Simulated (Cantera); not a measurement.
A closed system holds: 1 mol Si2H6, a varied amount of N2O, 92 mol N2, at 1327 °C and 24.0 Pa.

Cantera equilibrium calculation (NASA polynomials, part measured and part estimated; ideal gas, pure solids and liquids). Candidate condensed phases: H2O, Si, SiO2, Si2N2O, Si3N4; 35 gas species. The feed counts by its element totals alone. The tables hold silica as quartz up to 1696 K and as liquid above; real silica turns to tridymite and cristobalite and melts near 1996 K. Rates play no part.

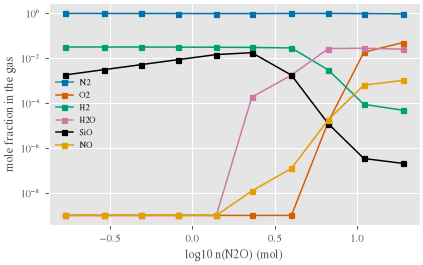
*Equilibrium gas composition (values under 1e-9 drawn at 1e-9)*

Read off the mole fractions at 6.7 mol N2O.

N2 about 0.97, H2O about 0.026, H2 about 0.0029, NO about 1.8e-5, O2 about 1.5e-5, SiO about 1.2e-5.
